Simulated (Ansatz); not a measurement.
Partial pair distribution functions of a relaxed model of amorphous In9Ga9Zn9O39Y2, broadened by 0.06 Å; density 5.76 g/cm³. Calculation: PBE, scalar-relativistic without spin-orbit coupling (plane waves to 420 eV, PAW; Ansatz, a quantum-chemistry and plane-wave program).

Preparation: random packing, a CHGNet melt and quench, and a DFT relaxation. O atoms were pushed apart under 1.9 Å during the dynamics, to hinder bonds among them. The hot cell started wider than the set density and was brought back towards it in steps. It is the lowest in DFT energy of 2 quenches. It is a model cell: composition and starting density were chosen by hand, and all elements were melted together. No dispersion term was used. Its density started from a set value of 5.83 and ended at 5.76 g/cm³. Cooling (nominally 210 K/ps over its main leg) ran many orders faster than in experiment, which tends to leave more defects and strain. One small periodic cell is one sample of the glass; other quenches scatter about these values. Volume and shape were free in the relaxation. On a 2×2×2 Γ-centred mesh force components of up to 0.21 eV/Å stay, since the relaxation ran on the zone centre alone.

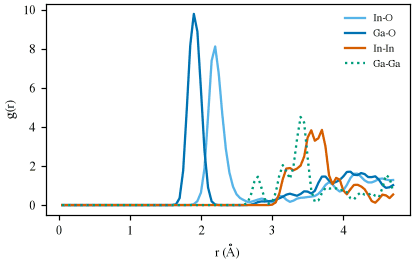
Figure. Partial pair distribution functions

Highest peaks under 4.5 Å: In-O near 2.20 Å, Ga-O near 1.90 Å, In-In near 3.70 Å, Ga-Ga near 3.40 Å; pairs of few atoms are noisy.

Within 2.64 Å each In has 5.67 O neighbours on average.
